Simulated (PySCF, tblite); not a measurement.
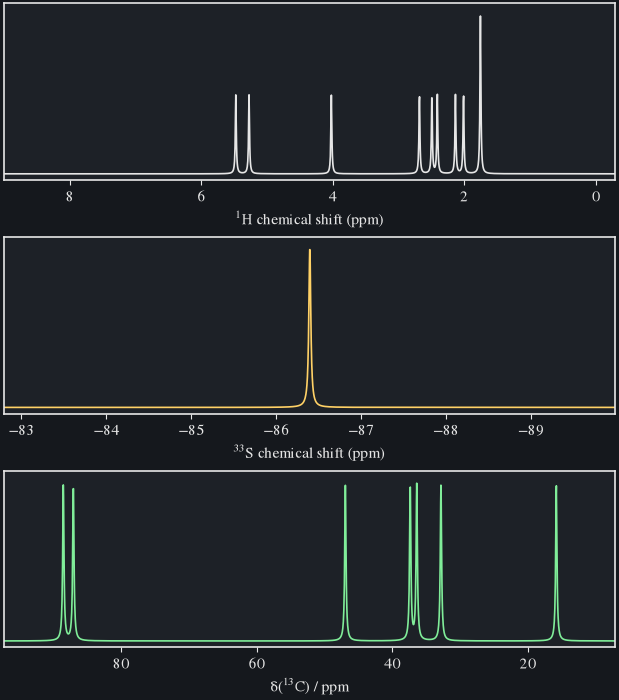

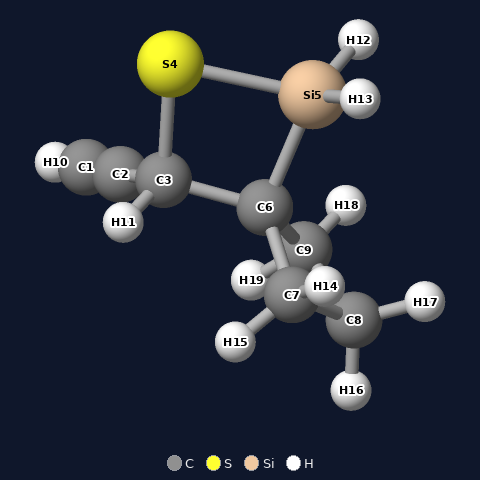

Spectrum and numbered structure of C₇H₁₀SSi, SMILES C#C[C@@H]1S[SiH2]C12CCC2. GIAO shifts, PBE0/pcSseg-1, PySCF 2.14.0, at a GFN2-xTB geometry (a minimum by its frequencies), against TMS for ¹H, CS₂ for ³³S and TMS for ¹³C computed at the same level. Gas phase, fully decoupled, line heights follow the number of nuclei, widths are arbitrary (no quadrupolar broadening); values of one conformer, averaged over methyl-type rotors and exact or near symmetry.

### Assign the ¹H signals to the numbered atoms.

| δ (ppm) | nuclei | atoms |
| --- | --- | --- |
| 5.48 | 1 | H12 |
| 5.27 | 1 | H13 |
| 4.02 | 1 | H11 |
| 2.68 | 1 | H19 |
| 2.49 | 1 | H14 |
| 2.41 | 1 | H10 |
| 2.13 | 1 | H18 |
| 2.01 | 1 | H15 |
| 1.75 | 2 | H16, H17 |

### Where does the ³³S line lie?

At −86.4 ppm (S4).

### Assign the ¹³C signals to the numbered atoms.

```tsv
δ (ppm)	nuclei	atoms
88.5	1	C2
87.0	1	C1
46.9	1	C3
37.3	1	C6
36.4	1	C7
32.8	1	C9
15.8	1	C8
```

The order of signals that lie close, as those under 2 ppm apart, is within the error of the method.

Known limits of this run: the tight-binding geometry is rougher than a DFT one and adds to the error.
